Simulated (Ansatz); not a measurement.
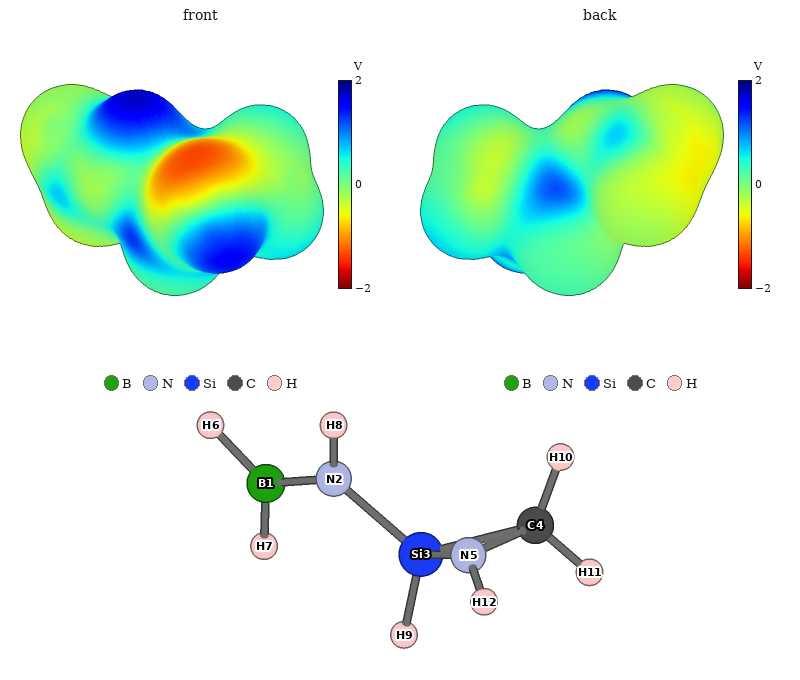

*CH₇BN₂Si (SMILES BN[SiH]1CN1). The electrostatic potential painted on the density surface at 0.002 e/bohr³, seen from the front and from behind; red is negative and blue positive. The bare structure is drawn below in the same view.*

The calculation used Ansatz 0.2.0, RKS B3LYP/def2-SVP.

Input file:

```
crystal:
  periodic: [false, false, false]
  atoms:
    - { symbol: B, position_ang: [-0.6886, -2.0488, 1.0954] }
    - { symbol: "N", position_ang: [0.4087, -1.0674, 0.7507] }
    - { symbol: Si, position_ang: [-0.1756, 0.0174, -0.5786] }
    - { symbol: C, position_ang: [0.2998, 1.7983, -0.3053] }
    - { symbol: "N", position_ang: [1.2532, 1.1145, -1.0633] }
    - { symbol: H, position_ang: [-1.7654, -1.5625, 1.4841] }
    - { symbol: H, position_ang: [-0.5549, -3.1697, 1.0082] }
    - { symbol: H, position_ang: [0.6144, -0.4556, 1.5899] }
    - { symbol: H, position_ang: [-0.6342, -0.5892, -1.7601] }
    - { symbol: H, position_ang: [0.5641, 2.0575, 0.7443] }
    - { symbol: H, position_ang: [-0.3815, 2.503, -0.8882] }
    - { symbol: H, position_ang: [1.137, 1.3473, -2.0429] }
basis:
  gaussian: { orbitals: def2-SVP }
hamiltonian:
  xc: b3lyp
relax:
  f_tol: 0.015
  max_steps: 40
output:
  orbitals: {}
```

Command:

```sh
ansatz run input.yaml --threads 2 --pin off --max-ram 3072MiB --backend cpu --events-out ev --progress --plain --runs-dir out
```

The fields are those of the run's last geometry, not of the input's.

**Which sites attract a positive test charge, and which a negative one?**

A positive charge is drawn to the negative regions and a negative charge to the positive ones. The most negative region (about −1.3 V) lies over N5, the most positive (about +1.7 V) over H8. N5 is the likeliest acceptor of a hydrogen bond.
